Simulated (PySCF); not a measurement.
System: H$_{2}$ (hydrogen molecule).

The calculation's input:

```
{"job": {"kind": "sp", "xc": "wB97X", "basis": "ma-def2-TZVP", "d3": "d3bj", "grid": 2}, "charge": 0, "multiplicity": 1}
H      0.371296     0.062035    -0.086601
H     -0.365782    -0.059498     0.058304
```

Command:

```sh
OMP_NUM_THREADS=1 python redox_run.py task.json out
```

Geometry: PBE0-D3(BJ)/ma-def2-SVP.

Method: PySCF, DFT single point, gas phase, functional wB97X.

### What will maps of the electron density and electron localisation function show?

H–H (0.76 Å): ρ at the midpoint is about 1.7 e/Å³; the ELF is about 1 at the midpoint.

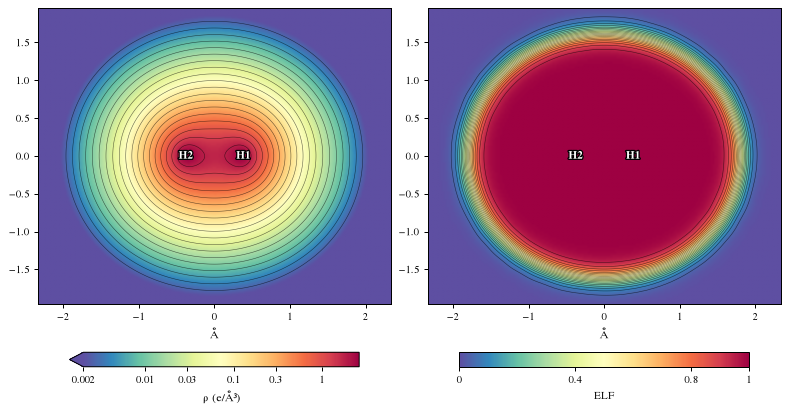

Computed electron density and electron localisation function on a plane that holds the molecular axis, in this order. Grey discs cover the atomic cores in the ELF map. 
